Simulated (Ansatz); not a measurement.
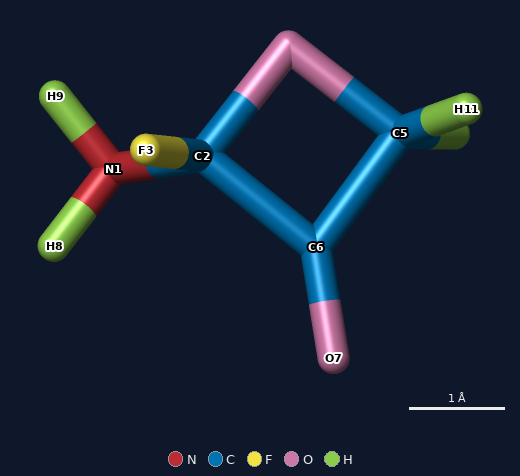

Fig. 1: The structure as given in the input (stick view, seen at a tilt; atoms are numbered from 1 in the order of the input). Bond lengths as drawn: C–C 1.52 to 1.53 Å, C–F 1.35 Å, C–H 1.10 to 1.12 Å, C–N 1.46 Å, C–O 1.19 to 1.49 Å and H–N 0.98 to 1.05 Å.

**Run report: C₃H₄FNO₂, nudged elastic band (part 1 of 2)**

- system: C₃H₄FNO₂
- method: RKS B3LYP-D4/def2-SVP (Ansatz 0.2.0)

The run did not end well. One setting was made poor on purpose. It belongs to a series of runs on one base structure; here: band between the two ends.

Input
```yaml
crystal:
  periodic: [false, false, false]
  atoms:
    - { symbol: "N", position_ang: [0.1649, -0.5693, -1.6407] }
    - { symbol: C, position_ang: [0.0957, 0.3638, -0.5146] }
    - { symbol: F, position_ang: [-0.035, 1.6577, -0.8879] }
    - { symbol: O, position_ang: [1.262, 0.1151, 0.3845] }
    - { symbol: C, position_ang: [0.3372, -0.2082, 1.5006] }
    - { symbol: C, position_ang: [-0.8786, 0.0193, 0.6158] }
    - { symbol: O, position_ang: [-2.0536, -0.0838, 0.7652] }
    - { symbol: H, position_ang: [-0.6593, -0.3522, -2.2496] }
    - { symbol: H, position_ang: [0.9273, -0.3078, -2.196] }
    - { symbol: H, position_ang: [0.4763, -1.221, 1.8996] }
    - { symbol: H, position_ang: [0.4284, 0.5293, 2.3438] }
basis:
  gaussian: { orbitals: def2-SVP }
hamiltonian:
  xc: b3lyp
  dispersion: d4
neb:
  order_check: false
  images: 5
  f_tol: 0.03
  max_iterations: 60
  initial_path: idpp
  final_atoms:
    - { symbol: "N", position_ang: [0.1649, -0.5693, -1.6407] }
    - { symbol: C, position_ang: [0.0957, 0.3638, -0.5146] }
    - { symbol: F, position_ang: [-0.035, 1.6577, -0.8879] }
    - { symbol: O, position_ang: [1.262, 0.1151, 0.3845] }
    - { symbol: C, position_ang: [0.3372, -0.2082, 1.5006] }
    - { symbol: C, position_ang: [-0.8786, 0.0193, 0.6158] }
    - { symbol: O, position_ang: [-2.0536, -0.0838, 0.7652] }
    - { symbol: H, position_ang: [-0.55947, -1.30295, -1.45566] }
    - { symbol: H, position_ang: [1.00661, -1.0631, -1.56528] }
    - { symbol: H, position_ang: [0.4763, -1.221, 1.8996] }
    - { symbol: H, position_ang: [0.4284, 0.5293, 2.3438] }
```

Run as:
```bash
ansatz run input.yaml --threads 2 --pin off --max-ram 3072MiB --backend cpu --events-out ev --progress --plain --runs-dir out
```

The program's output
```
Engine: ansatz 0.2.0, x86_64-unknown-linux-gnu
Functional definition: B3LYP
  parameter a0 = 0.2
  parameter ax = 0.72
  parameter ac = 0.81
  exchange = (1 - a0 - ax)*slater_x + ax*b88_x + a0*exact_x
  correlation = (1 - ac)*vwn_rpa_c + ac*lyp_c
1302 factors; integrals over basis functions are off by at most 3.1e-4 eV
mean field evaluation 1: about -11458.7234 eV, gradient 6.6e1 eV
mean field evaluation 2: about -11447.4365 eV, gradient 1.0e2 eV
mean field evaluation 4: about -11466.6044 eV, gradient 5.4e0 eV
mean field evaluation 8: about -11466.7071 eV, gradient 2.5e-1 eV
mean field evaluation 16: about -11466.7072 eV, gradient 2.9e-5 eV
mean field -11466.70723991 eV, -421.3937186534 hartree, gradient 2.9e-5 eV, S^2 0.000000; 0 other end points of the search recorded, 0 dependent functions left out
the calculation of the forces begins
reference -11466.70745212 eV, -421.3937264519 hartree; 27, 27 occupied and 91, 91 virtual orbitals, 1302 factors
1302 factors; integrals over basis functions are off by at most 5.4e-4 eV
mean field evaluation 32: about -11466.5537 eV, gradient 2.9e-4 eV
mean field -11466.55372713 eV, -421.3880771628 hartree, gradient 2.5e-5 eV, S^2 0.000000; 0 other end points of the search recorded, 0 dependent functions left out
[... from here on the field's lines of each further geometry are left out, up to the last ...]
WARN: NEB end point (image 0): max|allowed force component| = 2.925e0 eV/Å (the criterion of neb.relax_end_points is 1.000e-2). That is over neb.f_tol: it is no minimum, so the barrier can be far off. Relax it first
WARN: NEB end point (image 6): max|allowed force component| = 2.932e0 eV/Å (the criterion of neb.relax_end_points is 1.000e-2). That is over neb.f_tol: it is no minimum, so the barrier can be far off. Relax it first
NEB iter   1: max|band force component| = 3.800e0 eV/Å  barrier→ = 0.1654 eV  barrier← = 0.0165 eV  Δτ_max = 0.1122 Å  (206 SCF iters)
NEB iter   2: max|band force component| = 1.315e0 eV/Å  barrier→ = 0.1489 eV  barrier← = 0.0000 eV  Δτ_max = 0.0560 Å  (157 SCF iters)
NEB iter   3: max|band force component| = 4.694e-1 eV/Å  barrier→ = -0.1937 eV  barrier← = -0.3426 eV  CI = image 5  Δτ_max = 0.0341 Å  (157 SCF iters)
NEB iter   4: max|band force component| = 2.679e-1 eV/Å  barrier→ = -0.1960 eV  barrier← = -0.3450 eV  CI = image 5  Δτ_max = 0.0358 Å  (160 SCF iters)
NEB iter   5: max|band force component| = 7.190e-1 eV/Å  barrier→ = -0.1757 eV  barrier← = -0.3246 eV  CI = image 5  Δτ_max = 0.0179 Å  (157 SCF iters)
NEB iter   6: max|band force component| = 8.213e-1 eV/Å  barrier→ = -0.1588 eV  barrier← = -0.3077 eV  CI = image 5  Δτ_max = 0.0179 Å  (153 SCF iters)
NEB iter   7: max|band force component| = 9.360e-1 eV/Å  barrier→ = -0.1408 eV  barrier← = -0.2897 eV  CI = image 5  Δτ_max = 0.0357 Å  (160 SCF iters)
NEB iter   8: max|band force component| = 1.078e0 eV/Å  barrier→ = -0.1084 eV  barrier← = -0.2573 eV  CI = image 5  Δτ_max = 0.0710 Å  (159 SCF iters)
NEB iter   9: max|band force component| = 1.536e0 eV/Å  barrier→ = -0.0093 eV  barrier← = -0.1582 eV  CI = image 5  Δτ_max = 0.1426 Å  (158 SCF iters)
NEB iter  10: max|band force component| = 1.771e0 eV/Å  barrier→ = -0.0651 eV  barrier← = -0.2140 eV  CI = image 5  Δτ_max = 0.1990 Å  (157 SCF iters)
NEB iter  11: max|band force component| = 1.131e0 eV/Å  barrier→ = -0.1117 eV  barrier← = -0.2606 eV  CI = image 5  Δτ_max = 0.1986 Å  (164 SCF iters)
NEB iter  12: max|band force component| = 6.501e-1 eV/Å  barrier→ = -0.1727 eV  barrier← = -0.3216 eV  CI = image 5  Δτ_max = 0.1959 Å  (155 SCF iters)
NEB iter  13: max|band force component| = 1.583e0 eV/Å  barrier→ = -0.1098 eV  barrier← = -0.2588 eV  CI = image 5  Δτ_max = 0.1002 Å  (157 SCF iters)
NEB iter  14: max|band force component| = 1.353e0 eV/Å  barrier→ = -0.1135 eV  barrier← = -0.2624 eV  CI = image 5  Δτ_max = 0.1599 Å  (156 SCF iters)
NEB iter  15: max|band force component| = 2.070e0 eV/Å  barrier→ = 0.0012 eV  barrier← = -0.1477 eV  CI = image 5  Δτ_max = 0.1999 Å  (157 SCF iters)
NEB iter  16: max|band force component| = 1.243e0 eV/Å  barrier→ = -0.0599 eV  barrier← = -0.2088 eV  CI = image 5  Δτ_max = 0.1977 Å  (156 SCF iters)
NEB iter  17: max|band force component| = 1.418e0 eV/Å  barrier→ = -0.0951 eV  barrier← = -0.2440 eV  CI = image 5  Δτ_max = 0.1992 Å  (154 SCF iters)
NEB iter  18: max|band force component| = 1.313e0 eV/Å  barrier→ = -0.0307 eV  barrier← = -0.1796 eV  CI = image 5  Δτ_max = 0.1975 Å  (156 SCF iters)
NEB iter  19: max|band force component| = 1.541e0 eV/Å  barrier→ = -0.0772 eV  barrier← = -0.2262 eV  CI = image 5  Δτ_max = 0.2000 Å  (154 SCF iters)
NEB iter  20: max|band force component| = 1.319e0 eV/Å  barrier→ = -0.0519 eV  barrier← = -0.2008 eV  CI = image 5  Δτ_max = 0.1972 Å  (155 SCF iters)
NEB iter  21: max|band force component| = 1.538e0 eV/Å  barrier→ = -0.0806 eV  barrier← = -0.2295 eV  CI = image 5  Δτ_max = 0.2000 Å  (155 SCF iters)
NEB iter  22: max|band force component| = 1.250e0 eV/Å  barrier→ = -0.0626 eV  barrier← = -0.2115 eV  CI = image 5  Δτ_max = 0.1976 Å  (155 SCF iters)
NEB iter  23: max|band force component| = 1.402e0 eV/Å  barrier→ = -0.0911 eV  barrier← = -0.2400 eV  CI = image 5  Δτ_max = 0.1995 Å  (155 SCF iters)
NEB iter  24: max|band force component| = 1.344e0 eV/Å  barrier→ = -0.0667 eV  barrier← = -0.2156 eV  CI = image 5  Δτ_max = 0.1973 Å  (154 SCF iters)
NEB iter  25: max|band force component| = 1.530e0 eV/Å  barrier→ = -0.0666 eV  barrier← = -0.2155 eV  CI = image 5  Δτ_max = 0.2000 Å  (156 SCF iters)
NEB iter  26: max|band force component| = 2.048e0 eV/Å  barrier→ = 0.0267 eV  barrier← = -0.1223 eV  CI = image 5  Δτ_max = 0.1977 Å  (155 SCF iters)
NEB iter  27: max|band force component| = 1.786e0 eV/Å  barrier→ = -0.0342 eV  barrier← = -0.1831 eV  CI = image 5  Δτ_max = 0.1997 Å  (154 SCF iters)
NEB iter  28: max|band force component| = 1.450e0 eV/Å  barrier→ = -0.0367 eV  barrier← = -0.1856 eV  CI = image 5  Δτ_max = 0.1977 Å  (155 SCF iters)
NEB iter  29: max|band force component| = 1.764e0 eV/Å  barrier→ = -0.0520 eV  barrier← = -0.2009 eV  CI = image 5  Δτ_max = 0.1997 Å  (156 SCF iters)
NEB iter  30: max|band force component| = 1.515e0 eV/Å  barrier→ = -0.0261 eV  barrier← = -0.1751 eV  CI = image 5  Δτ_max = 0.1973 Å  (155 SCF iters)
NEB iter  31: max|band force component| = 1.784e0 eV/Å  barrier→ = -0.0513 eV  barrier← = -0.2003 eV  CI = image 5  Δτ_max = 0.1996 Å  (155 SCF iters)
NEB iter  32: max|band force component| = 1.410e0 eV/Å  barrier→ = -0.0445 eV  barrier← = -0.1934 eV  CI = image 5  Δτ_max = 0.1974 Å  (154 SCF iters)
NEB iter  33: max|band force component| = 1.607e0 eV/Å  barrier→ = -0.0685 eV  barrier← = -0.2174 eV  CI = image 5  Δτ_max = 0.1996 Å  (155 SCF iters)
NEB iter  34: max|band force component| = 1.726e0 eV/Å  barrier→ = -0.0294 eV  barrier← = -0.1783 eV  CI = image 5  Δτ_max = 0.2000 Å  (154 SCF iters)
NEB iter  35: max|band force component| = 1.689e0 eV/Å  barrier→ = -0.0467 eV  barrier← = -0.1956 eV  CI = image 5  Δτ_max = 0.1997 Å  (168 SCF iters)
NEB iter  36: max|band force component| = 1.834e0 eV/Å  barrier→ = 0.0128 eV  barrier← = -0.1361 eV  CI = image 5  Δτ_max = 0.1978 Å  (157 SCF iters)
NEB iter  37: max|band force component| = 1.268e0 eV/Å  barrier→ = -0.1002 eV  barrier← = -0.2491 eV  CI = image 5  Δτ_max = 0.1997 Å  (156 SCF iters)
NEB iter  38: max|band force component| = 1.677e0 eV/Å  barrier→ = -0.0465 eV  barrier← = -0.1954 eV  CI = image 5  Δτ_max = 0.1983 Å  (157 SCF iters)
NEB iter  39: max|band force component| = 1.418e0 eV/Å  barrier→ = -0.0827 eV  barrier← = -0.2316 eV  CI = image 5  Δτ_max = 0.1987 Å  (150 SCF iters)
NEB iter  40: max|band force component| = 1.616e0 eV/Å  barrier→ = -0.0180 eV  barrier← = -0.1669 eV  CI = image 5  Δτ_max = 0.1976 Å  (156 SCF iters)
NEB iter  41: max|band force component| = 1.673e0 eV/Å  barrier→ = -0.0557 eV  barrier← = -0.2047 eV  CI = image 5  Δτ_max = 0.1995 Å  (158 SCF iters)
NEB iter  42: max|band force component| = 1.425e0 eV/Å  barrier→ = -0.0473 eV  barrier← = -0.1962 eV  CI = image 5  Δτ_max = 0.1966 Å  (157 SCF iters)
NEB iter  43: max|band force component| = 1.453e0 eV/Å  barrier→ = -0.0763 eV  barrier← = -0.2252 eV  CI = image 5  Δτ_max = 0.1991 Å  (156 SCF iters)
NEB iter  44: max|band force component| = 1.459e0 eV/Å  barrier→ = -0.0509 eV  barrier← = -0.1998 eV  CI = image 5  Δτ_max = 0.1974 Å  (156 SCF iters)
NEB iter  45: max|band force component| = 1.098e0 eV/Å  barrier→ = -0.1260 eV  barrier← = -0.2749 eV  CI = image 5  Δτ_max = 0.1983 Å  (155 SCF iters)
NEB iter  46: max|band force component| = 1.082e0 eV/Å  barrier→ = -0.0896 eV  barrier← = -0.2385 eV  CI = image 5  Δτ_max = 0.1964 Å  (157 SCF iters)
NEB iter  47: max|band force component| = 1.221e0 eV/Å  barrier→ = -0.1069 eV  barrier← = -0.2558 eV  CI = image 5  Δτ_max = 0.1988 Å  (154 SCF iters)
NEB iter  48: max|band force component| = 1.597e0 eV/Å  barrier→ = -0.0343 eV  barrier← = -0.1832 eV  CI = image 5  Δτ_max = 0.1962 Å  (155 SCF iters)
NEB iter  49: max|band force component| = 1.473e0 eV/Å  barrier→ = -0.0689 eV  barrier← = -0.2178 eV  CI = image 5  Δτ_max = 0.1992 Å  (154 SCF iters)
NEB iter  50: max|band force component| = 1.604e0 eV/Å  barrier→ = -0.0285 eV  barrier← = -0.1774 eV  CI = image 5  Δτ_max = 0.1974 Å  (155 SCF iters)
NEB iter  51: max|band force component| = 1.693e0 eV/Å  barrier→ = -0.0618 eV  barrier← = -0.2107 eV  CI = image 5  Δτ_max = 0.1991 Å  (156 SCF iters)
NEB iter  52: max|band force component| = 1.309e0 eV/Å  barrier→ = -0.0583 eV  barrier← = -0.2072 eV  CI = image 5  Δτ_max = 0.1981 Å  (156 SCF iters)
NEB iter  53: max|band force component| = 1.019e0 eV/Å  barrier→ = -0.1271 eV  barrier← = -0.2760 eV  CI = image 5  Δτ_max = 0.1981 Å  (157 SCF iters)
NEB iter  54: max|band force component| = 1.672e0 eV/Å  barrier→ = -0.0315 eV  barrier← = -0.1804 eV  CI = image 5  Δτ_max = 0.0997 Å  (163 SCF iters)
NEB iter  55: max|band force component| = 1.445e0 eV/Å  barrier→ = -0.0751 eV  barrier← = -0.2240 eV  CI = image 5  Δτ_max = 0.1014 Å  (150 SCF iters)
NEB iter  56: max|band force component| = 1.628e0 eV/Å  barrier→ = -0.0781 eV  barrier← = -0.2270 eV  CI = image 5  Δτ_max = 0.1986 Å  (157 SCF iters)
NEB iter  57: max|band force component| = 1.596e0 eV/Å  barrier→ = -0.0076 eV  barrier← = -0.1565 eV  CI = image 5  Δτ_max = 0.1968 Å  (159 SCF iters)
NEB iter  58: max|band force component| = 1.780e0 eV/Å  barrier→ = -0.0539 eV  barrier← = -0.2028 eV  CI = image 5  Δτ_max = 0.1989 Å  (150 SCF iters)
NEB iter  59: max|band force component| = 1.438e0 eV/Å  barrier→ = -0.0337 eV  barrier← = -0.1826 eV  CI = image 5  Δτ_max = 0.1970 Å  (154 SCF iters)
the calculation of the forces begins
reference -11466.95321469 eV, -421.4027580599 hartree; 27, 27 occupied and 91, 91 virtual orbitals, 1302 factors
these checks for a lower state are left out or cut short: starts, cluster_reference, orbital_swaps, neighbouring_geometries, increment
1302 factors; integrals over basis functions are off by at most 5.7e-4 eV
mean field -11466.77305352 eV, -421.3961372590 hartree, gradient 1.3e-5 eV, S^2 0.000000; 0 other end points of the search recorded, 0 dependent functions left out
the calculation of the forces begins
reference -11466.77326242 eV, -421.3961449359 hartree; 27, 27 occupied and 91, 91 virtual orbitals, 1302 factors
NEB iter  60: max|band force component| = 1.491e0 eV/Å  barrier→ = -0.0698 eV  barrier← = -0.2187 eV  CI = image 5  Δτ_max = 0.1989 Å  (156 SCF iters)
```

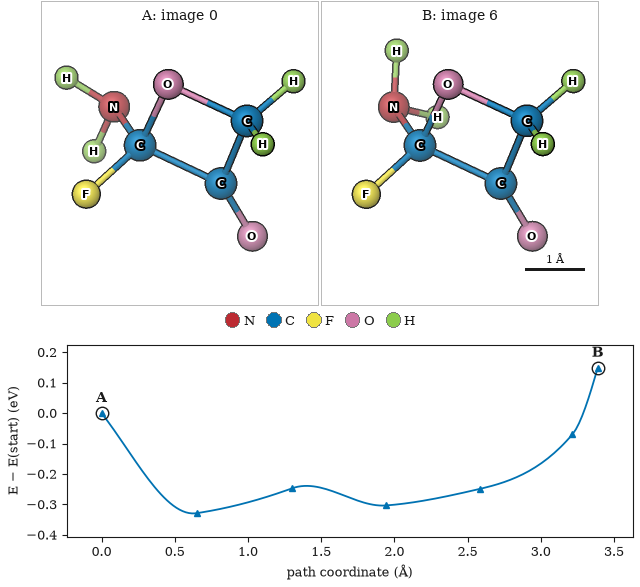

Fig. 2: Images of the last band (counted from 0; ball-and-stick, seen at a tilt) above the energy along the path; the line is a cubic interpolation that uses the forces. No image lies above both ends; the end is 0.149 eV above the start. The path is 3.39 Å long. The band had not converged after 60 iterations. The end points carry forces over 0.1 eV/Å, so they aren't fully relaxed minima and the barriers are approximate.
